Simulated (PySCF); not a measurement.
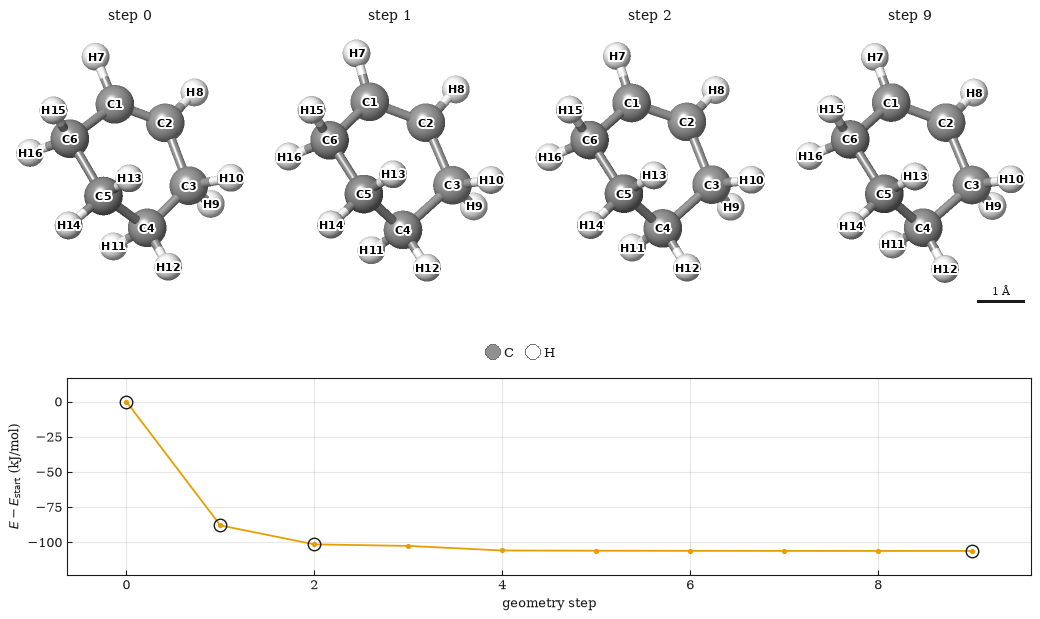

Frames of a relaxation of C6H10, marked on the history of the run. Style: ball-and-stick. Shown at a tilt.

The start comes from MMFF94s. Its atoms were then displaced at random by about 0.03 Å.

Computed with PySCF, PBE0-D3(BJ)/def2-SVP geometry optimisation, gas phase. 

> What happens along the run?

The energy falls by 106.2 kJ/mol in 9 geometry steps. The atom that moves furthest after the best rigid fit is H13 (0.14 Å). Largest moves by element: H 0.14 Å, C 0.11 Å. Among the contacts that change: C3–C4 1.391 → 1.525 Å, C1–C2 1.245 → 1.338 Å, C4–C5 1.600 → 1.524 Å, C1–H7 1.157 → 1.096 Å. Among the angles between lasting bonds that change: C5–C4–H11 101.1° → 108.9°, C3–C4–H11 116.0° → 109.1°, C5–C4–H12 104.1° → 110.8°. From step 0 to 1: H8 moves most (0.18 Å), energy −88.0 kJ/mol. From step 1 to 2: H9 moves most (0.07 Å), energy −13.5 kJ/mol. From step 2 to 9: H7 moves most (0.09 Å), energy −4.68 kJ/mol.

```json
{"step": "0", "E − E(0), kJ/mol": "0.00"}
{"step": "1", "E − E(0), kJ/mol": "-88.01"}
{"step": "2", "E − E(0), kJ/mol": "-101.48"}
{"step": "3", "E − E(0), kJ/mol": "-102.59"}
{"step": "4", "E − E(0), kJ/mol": "-105.84"}
{"step": "5", "E − E(0), kJ/mol": "-106.00"}
{"step": "6", "E − E(0), kJ/mol": "-106.08"}
{"step": "7", "E − E(0), kJ/mol": "-106.11"}
{"step": "8", "E − E(0), kJ/mol": "-106.15"}
{"step": "9", "E − E(0), kJ/mol": "-106.16"}
```
